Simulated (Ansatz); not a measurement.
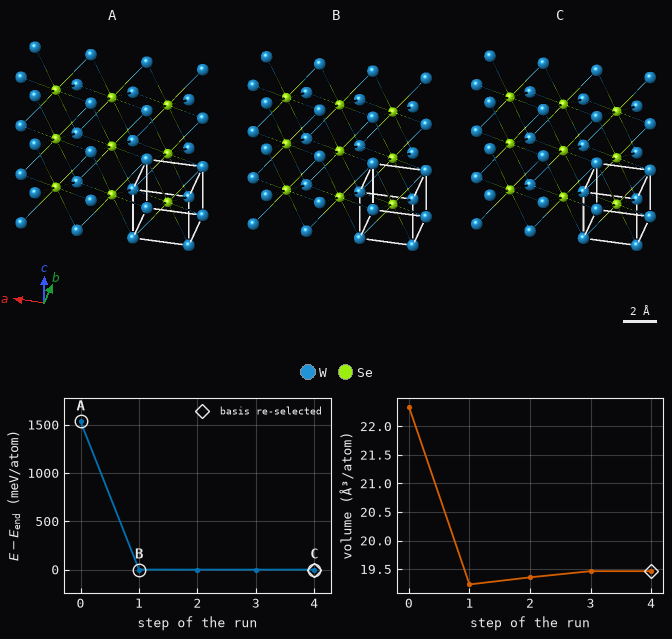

Frames of a relaxation of a crystal of WSe (built on the CsCl (B2) type), marked on the history of the run. The picture is a ball-and-stick view of the cell of the calculation, repeated 3 × 1 × 3 with one cell outlined, seen from a free direction.

Case: no spin polarisation.

Computed with DFT PBE+U, scalar-relativistic, plane waves, PAW in Ansatz 0.2.0.

The input:
```yaml
crystal:
  lattice:
    - [3.5486714803, 0.0, 0.0]
    - [0.0, 3.5486714803, 0.0]
    - [0.0, 0.0, 3.5486714803]
  atoms:
    - { symbol: W, position: [0.0, 0.0, 0.0] }
    - { symbol: Se, position: [0.5, 0.5, 0.5] }
basis:
  ecutwfc: 420
kpoints:
  mp_grid: { grid: [12, 12, 12] }
hamiltonian:
  xc: pbe
  hubbard: { sites: [{ species: W, l: d, u_eff: 6.2 }] }
scf:
  occupations: { method: gaussian, width: 0.1 }
output:
  forces: true
  stress: true
  eigenvalues: true
relax:
  adjacent_minimum: "off"
  f_tol: 0.01
  max_steps: 60
  cell: { stress_tol: 0.05 }
```

Launched with:
```bash
ansatz run input.yaml --threads 1 --pin off --max-ram 2560MiB --backend cpu --events-out ev --progress --plain --runs-dir out
```

Q: Describe the path.

A: The energy falls by 1534 meV per atom in 3 accepted moves (4 points after the start). All forces vanish by symmetry, so only the cell relaxes. The pressure goes from −21.70 to 0.01 GPa. The SCF was repeated once at an unchanged geometry on a basis and grid sized afresh for the cell, which shifted the energy by 0.5 meV per atom at most. No atom moves by more than 0.005 Å relative to the cell. Cell: a = b = c 3.549 → 3.389 Å (−4.5 %). Volume −12.9 %. Among the contacts that change: W1–Se2 3.073 → 2.935 Å. The space group stays Pm-3m (No. 221). The run may lie on a higher electronic state than the lowest, so the end point isn't shown to be the ground-state structure. From step 0 to 1: volume −13.9 %, energy −1534 meV per atom. From step 1 to 4: volume +1.2 %, energy −0.3 meV per atom.
